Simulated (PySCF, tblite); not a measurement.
# CH4BN− (doublet): geometry, infrared bands and EPR parameters

Aim: predict the infrared bands and EPR parameters of CH4BN− (doublet) (`[BH2-]N=C`).

The runs use tblite 0.8.0 and PySCF 2.14.0, with density-fitted response routines of our own; the level of theory stands in each step. All values are computed, except where a source is named. Atoms are numbered from 0 throughout.

### 1 The starting structure

7 atoms, charge -1, multiplicity 2; geometry from: force field or distance geometry start.

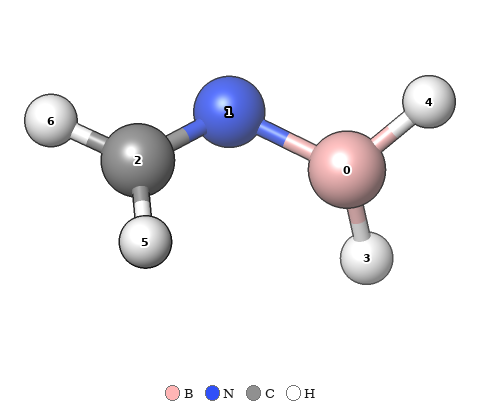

As it starts; boron pink, nitrogen blue, carbon grey, hydrogen white, atoms numbered.

### 2 Geometry optimisation with GFN2-xTB

What the job is given:

```
{"job": {"kind": "relax", "xc": "GFN2-xTB", "basis": "xTB"}, "charge": -1, "multiplicity": 2}
B     -1.150900     0.060400     0.122200
N      0.088000    -0.677100    -0.197600
C      1.208400    -0.058800    -0.016500
H     -1.514200     0.875300    -0.654400
H     -2.007600    -0.597700     0.632000
H      1.252100     0.971300     0.329100
H      2.127500    -0.568500    -0.241800
```

Run with:

```bash
$ OMP_NUM_THREADS=1 python probes_run.py task.json out
```

One launch serves the whole session: the jobs run in the order shown.

The program printed:

```text
step      E/eV     max force
  0    -229.24304    2.984
  1    -229.43337    1.801
  2    -229.56927    2.461
  3    -229.69587    1.645
  4    -229.80664    0.739
  5    -229.82257    0.414
  6    -229.83765    0.380
  7    -229.87303    0.595
  8    -229.89460    0.640
  9    -229.91285    0.410
 10    -229.92292    0.283
 11    -229.93314    0.249
 12    -229.93775    0.244
 13    -229.94132    0.158
 14    -229.94397    0.141
 15    -229.94694    0.207
 16    -229.95046    0.236
 17    -229.95492    0.209
 18    -229.95872    0.148
 19    -229.96095    0.132
 20    -229.96229    0.144
 21    -229.96359    0.139
 22    -229.96493    0.099
 23    -229.96578    0.069
 24    -229.96616    0.060
 25    -229.96642    0.050
 26    -229.96685    0.068
 27    -229.96748    0.077
 28    -229.96818    0.080
 29    -229.96885    0.085
 30    -229.96961    0.089
 31    -229.97068    0.128
 32    -229.97227    0.145
 33    -229.97388    0.113
 34    -229.97450    0.057
 35    -229.97465    0.036
 36    -229.97472    0.029
 37    -229.97478    0.023
 38    -229.97483    0.016
 39    -229.97485    0.016
 40    -229.97487    0.006
```

Run time: 0.1 s. Hardware: 1 thread of Arm Neoverse V1, shared host.

Step by step: (not every step is listed)

```tsv
step	energy from step 0 (eV)	largest force (eV/Å)
0	0.0000	2.9837
1	-0.1903	1.8014
2	-0.3262	2.4607
3	-0.4528	1.6449
4	-0.5636	0.7389
5	-0.5795	0.4138
6	-0.5946	0.3803
7	-0.6300	0.5949
8	-0.6516	0.6399
10	-0.6799	0.2830
12	-0.6947	0.2440
14	-0.7009	0.1414
16	-0.7074	0.2364
18	-0.7157	0.1483
20	-0.7192	0.1437
22	-0.7219	0.0991
24	-0.7231	0.0602
26	-0.7238	0.0678
28	-0.7251	0.0797
30	-0.7266	0.0893
32	-0.7292	0.1447
34	-0.7315	0.0569
35	-0.7316	0.0365
36	-0.7317	0.0290
37	-0.7317	0.0227
38	-0.7318	0.0163
39	-0.7318	0.0155
40	-0.7318	0.0062
```

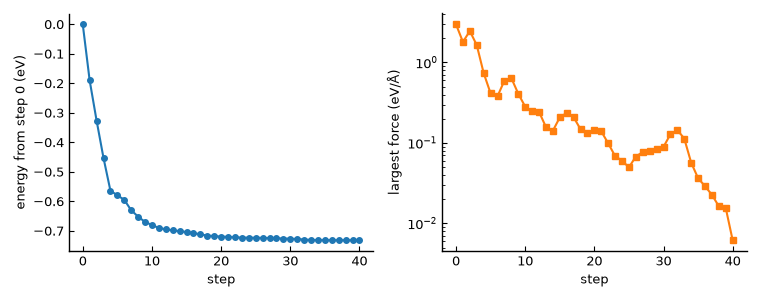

Energy and largest force along the relaxation.

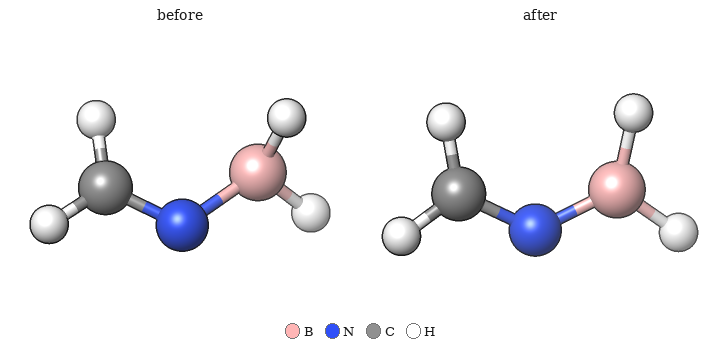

The geometry before (left) and after (right).

Distances of close pairs at the start and the end, largest changes first:

```tsv
bond	before (Å)	after (Å)	change (Å)
B0–N1	1.477	1.382	-0.094
B0–H3	1.183	1.228	+0.045
N1–C2	1.292	1.318	+0.025
C2–H5	1.087	1.107	+0.020
C2–H6	1.075	1.094	+0.019
B0–H4	1.195	1.210	+0.015
```

The next job starts from the end point, and lists it.

### 3 Vibrational analysis with GFN2-xTB

What the job is given:

```
{"job": {"kind": "ir", "xc": "GFN2-xTB", "basis": "xTB"}, "charge": -1, "multiplicity": 2}
B     -1.200734    -0.077619     0.043362
N      0.064158    -0.630986     0.112611
C      1.227713    -0.027272    -0.023382
H     -1.457403     1.072496    -0.300721
H     -2.152934    -0.773052     0.315154
H      1.381608     1.067153    -0.089577
H      2.140926    -0.625816    -0.084525
```

The program printed:

```text
mode    cm-1     km/mol
  1     127.3      0.84
  2     332.3      3.80
  3     402.6      6.02
  4     468.8      5.21
  5     741.9    164.03
  6     894.9     89.52
  7    1049.1     14.17
  8    1117.8     39.22
  9    1246.0    344.55
 10    1443.8      0.05
 11    1467.6     67.14
 12    2019.0    648.36
 13    2235.9    656.55
 14    2638.1    470.31
 15    2849.6    279.84
```

Wall time 0.07 s (1 thread of Arm Neoverse V1, shared host).

The strongest bands and the atoms that carry them (share of the mass-weighted mode):

```tsv
cm⁻¹	km/mol	atoms
742	164.0	H3 35 %, H4 32 %, B0 29 %
895	89.5	H4 34 %, H3 30 %, B0 25 %
1246	344.6	B0 32 %, H4 27 %, H3 20 %
1468	67.1	H6 37 %, H5 33 %, C2 25 %
2019	648.4	H3 84 %
2236	656.5	H4 86 %
2638	470.3	H5 88 %
2850	279.8	H6 89 %
```

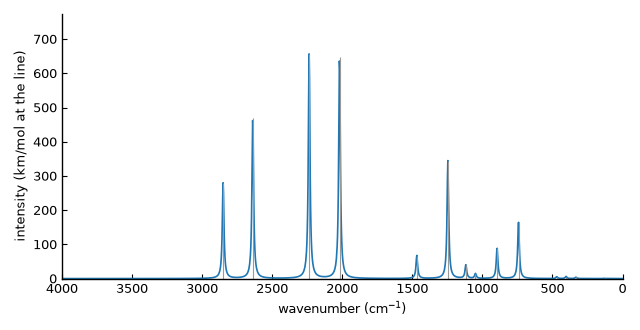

The infrared spectrum from these modes, unscaled. Lines are broadened to a width of 14 cm⁻¹ (Lorentzian).

### 4 g tensor and hyperfine couplings: B3LYP/pcH-1

Settings changed since step 3:

```diff
@@ -1,2 +1,2 @@
-{"job": {"kind": "ir", "xc": "GFN2-xTB", "basis": "xTB"}, "charge": -1, "multiplicity": 2}
+{"job": {"kind": "epr", "basis": "pcH-1"}, "charge": -1, "multiplicity": 2}
 B     -1.200734    -0.077619     0.043362
```

Method: UKS B3LYP, pcH-1 on B C H N, non-relativistic, mean-field spin-orbit, GIAO.

The program printed:

```text
UKS, coarse grid
  cycle   1  E = -120.01296472  |g| = 3.81e-01
  cycle   2  E = -119.83832420  |g| = 7.16e-01
  cycle   3  E = -120.10155456  |g| = 9.14e-02
  cycle   4  E = -120.10547778  |g| = 2.42e-02
  cycle   5  E = -120.10580046  |g| = 3.34e-03
  cycle   6  E = -120.10581291  |g| = 2.25e-03
  cycle   7  E = -120.10581690  |g| = 1.64e-03
  cycle   8  E = -120.10581940  |g| = 1.56e-04
UKS, final grid
  cycle   1  E = -120.10581057  |g| = 1.13e-04
  cycle   2  E = -120.10581057  |g| = 1.87e-04
  cycle   3  E = -120.10581059  |g| = 2.62e-05
  cycle   4  E = -120.10581059  |g| = 2.28e-05
internal stability: stable
E = -120.10581059 Eh   <S^2> = 0.7602 (exact 0.7500)
g shifts (ppm)      1          2          3
  rmc          -110       -110       -110
  gc              1         30         18
  oz_so         -30        151        521
  total        -138         72        429
hyperfine (MHz)  atom isotope    a_iso     a_fc   dipolar eigenvalues
    0   11B      28.35      28.35    -21.87    -19.88     41.75
    1   14N      -6.17      -6.17     -6.18      0.41      5.77
    2   13C      60.64      60.64    -52.64    -50.56    103.19
    3    1H     -21.58     -21.58     -8.90     -0.12      9.02
    4    1H     -25.02     -25.02    -11.21      0.88     10.33
    5    1H     -38.65     -38.65    -22.47     -0.63     23.10
    6    1H     -42.21     -42.21    -25.36      0.62     24.74
```

Run time: 15 s. Hardware: 1 thread of Arm Neoverse V1, shared host; peak memory 0.36 GiB.

Principal g values 2.00218, 2.00239, 2.00275; g(iso) = 2.00244, against 2.00232 for a free electron.

Hyperfine couplings; where a row names several nuclei, a(iso) is their mean (it holds for fast rotation or exchange) and the dipolar term the largest among them:

```tsv
nuclei	isotope	a(iso) (MHz)	a(iso) (G, at g = 2.0023)	largest dipolar term (MHz)
C2	13C	60.6	21.6	103.2
H6	1H	-42.2	-15.1	-25.4
H5	1H	-38.6	-13.8	23.1
B0	11B	28.3	10.1	41.7
H3, H4	1H	-23.3	-8.3	-11.2
N1	14N	-6.2	-2.2	-6.2
```

Mulliken spin populations:

```tsv
atom	value (e)
B0	0.50
N1	-0.05
C2	0.66
H3	-0.02
H4	-0.03
H5	-0.03
H6	-0.04
```

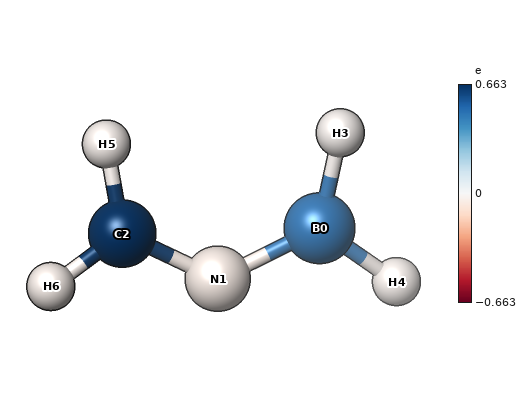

Mulliken spin populations, as colours on the atoms.

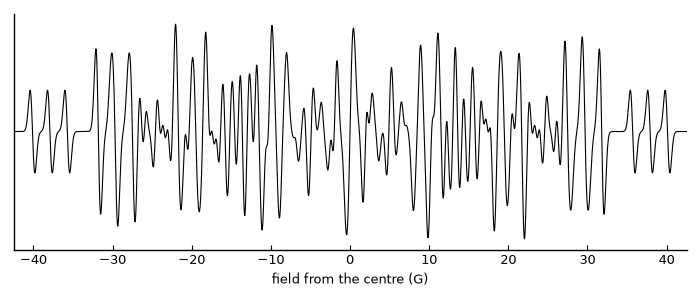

First-order isotropic spectrum (first derivative, main isotopes with spin only, couplings over 0.8 MHz, Gaussian width 0.3 G; couplings of the frozen geometry, rotation of groups not averaged beyond the rows shown).

Orbitals, density, ELF and potential are computed afterwards from the orbital file.

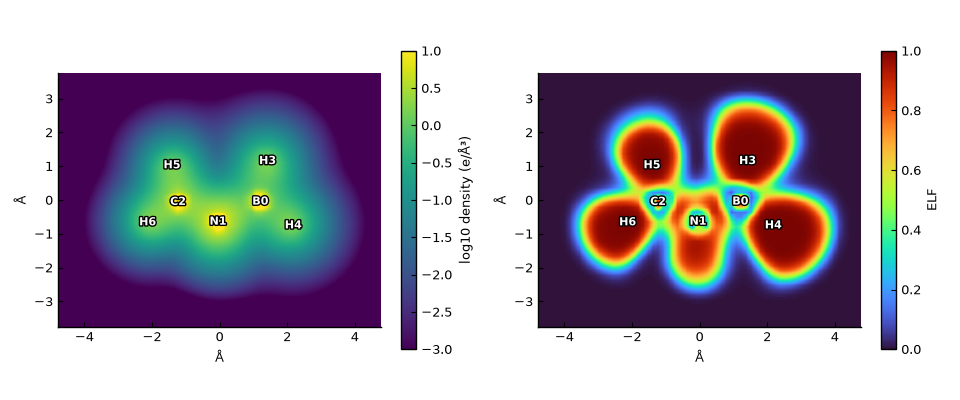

Density (left) and ELF (right) in a plane through or near 7 of the atoms.

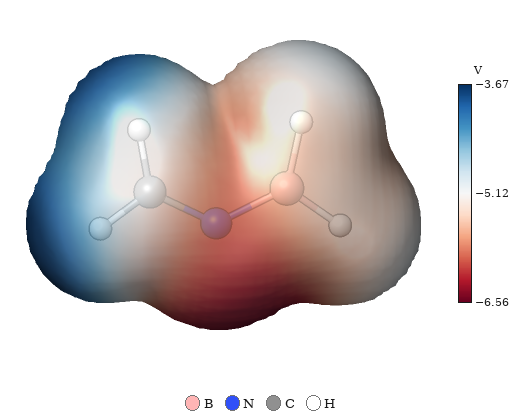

The potential that a unit positive charge feels on the 0.002 e/bohr³ surface, from -6.56 V near N1 to -3.67 V near H6.

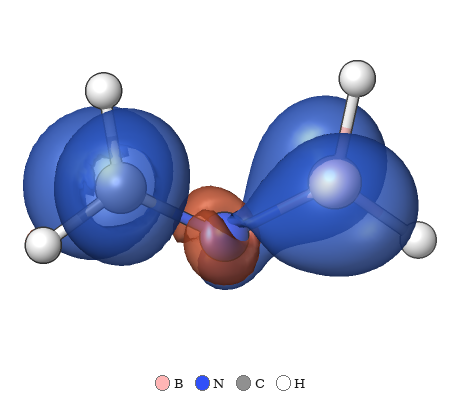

Spin density at ±0.03 e/Å³ (alpha excess blue, beta excess red).

### 5 Outcome

```
                                 quantity                  value
strongest single infrared mode (GFN2-xTB)  2236 cm⁻¹, 657 km/mol
             zero-point energy (GFN2-xTB)          27.2 kcal/mol
                           g(iso) (B3LYP)                2.00244
                                     ⟨S²⟩     0.760 (exact 0.75)
       largest a(iso) (averaged by class)    13C on C2, 60.6 MHz
```

Over 40 steps the energy fell by 0.732 eV; of the close pairs, B0–N1 changed most, 1.477 to 1.382 Å. All 15 modes are real, so the xTB geometry is a minimum. The strongest single mode, at 2236 cm⁻¹, moves mainly H4. Unscaled tight-binding wavenumbers are off by several per cent, some by more. Its intensities can rank the bands wrongly. The largest spin populations lie on C2 (0.66 e), B0 (0.50 e). The isotropic g lies 0.1 ppt above the free-electron value. The records flag this anion as possibly unbound in the gas phase, so the basis may hold the extra electron. The conformer search found further structures of the same energy, which may be mirror or relabelled copies of this one.
